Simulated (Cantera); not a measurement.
A closed system holds: 1 mol Cr, 6.1 mol H₂O, a varied amount of O₂, held at 1700 K and 1.10 bar.

Cantera equilibrium calculation (NASA polynomials, part measured and part estimated; ideal gas, pure solids and liquids). Candidate condensed phases: Cr, Cr₂O₃, H₂O; 13 gas species. Gases not in the tables: CrO₂(OH)₂. Equilibrium is a limit: real reactors are often held back by kinetics, nucleation or transport.

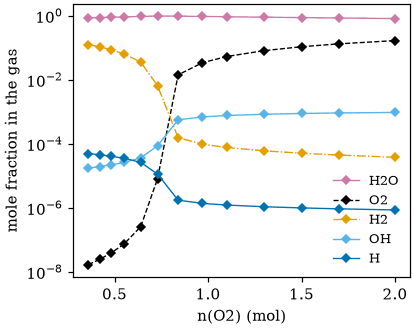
*Equilibrium gas composition (values under 1e-9 drawn at 1e-9)*

**Question.** Read off the mole fractions at 1.1 mol O₂.

**Answer.** H₂O about 0.95, O₂ about 0.054, OH about 0.00078, H₂ about 7.8e-5, H about 1.2e-6.
